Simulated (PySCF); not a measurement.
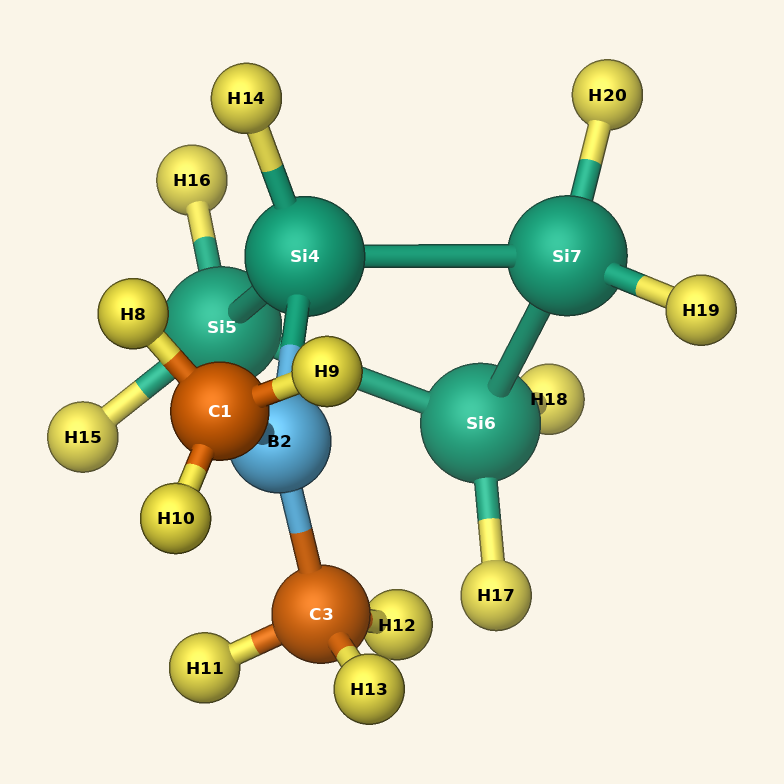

The computed structure is the end point of a PBE0-D3(BJ)/def2-SVP optimisation. No frequency run is at hand to confirm it as a minimum. Level of theory: delta-SCF UKS SCAN, pcX-2 on the ionised atom, pcseg-1 elsewhere, spin-free X2C (PySCF 2.14.0).

Give the core-electron binding energies (to vacuum; p and d levels without spin–orbit splitting) of C1 1s, B2 1s, Si4 1s, Si4 2p, Si5 1s, Si5 2p, Si6 1s, Si6 2p.

| atom | level | binding energy (eV) |
| --- | --- | --- |
| C1 | 1s | 290.0 |
| B2 | 1s | 195.1 |
| Si4 | 1s | 1845.0 |
| Si4 | 2p | 105.5 |
| Si5 | 1s | 1845.5 |
| Si5 | 2p | 106.1 |
| Si6 | 1s | 1845.6 |
| Si6 | 2p | 106.1 |
